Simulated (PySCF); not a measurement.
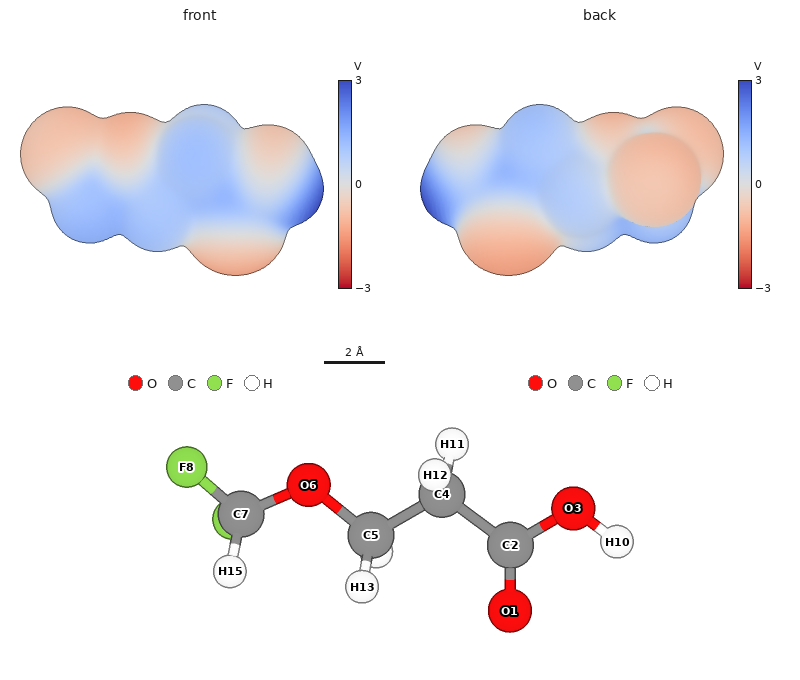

Figure 1: C4H6F2O3 (SMILES O=C(O)CCOC(F)F). The electrostatic potential painted on the density surface at 0.002 e/bohr³, seen from the front and from behind; red is negative and blue positive. The bare structure is drawn below in the same view.

Geometry: GFN2-xTB.

Level of theory: PBE0/pcSseg-1, SCF density, gas phase, non-relativistic (PySCF).

```yaml
atoms:
  - { symbol: O, position_ang: [2.4572, 0.8397, 0.5593] }
  - { symbol: C, position_ang: [2.1039, 0.1563, -0.3617] }
  - { symbol: O, position_ang: [2.9380, -0.2748, -1.3107] }
  - { symbol: C, position_ang: [0.6941, -0.3212, -0.6085] }
  - { symbol: C, position_ang: [-0.2409, 0.1158, 0.5095] }
  - { symbol: O, position_ang: [-1.5574, -0.3066, 0.1604] }
  - { symbol: C, position_ang: [-2.5086, 0.0400, 1.0461] }
  - { symbol: F, position_ang: [-3.7062, -0.2010, 0.5013] }
  - { symbol: F, position_ang: [-2.4482, -0.7188, 2.1762] }
  - { symbol: H, position_ang: [3.8420, 0.0354, -1.1401] }
  - { symbol: H, position_ang: [0.6964, -1.4080, -0.6995] }
  - { symbol: H, position_ang: [0.3492, 0.0818, -1.5623] }
  - { symbol: H, position_ang: [-0.2163, 1.2077, 0.6213] }
  - { symbol: H, position_ang: [0.0620, -0.3374, 1.4604] }
  - { symbol: H, position_ang: [-2.4696, 1.0991, 1.3746] }
```

**Which sites attract a positive test charge, and which a negative one?**

A positive charge is drawn to the negative regions and a negative charge to the positive ones. The most negative region (about −1.3 V, or −30 kcal/mol for a unit charge) lies over O1, the most positive (about +2.9 V, or +67 kcal/mol for a unit charge) over H10. O1 is the likeliest acceptor of a hydrogen bond.
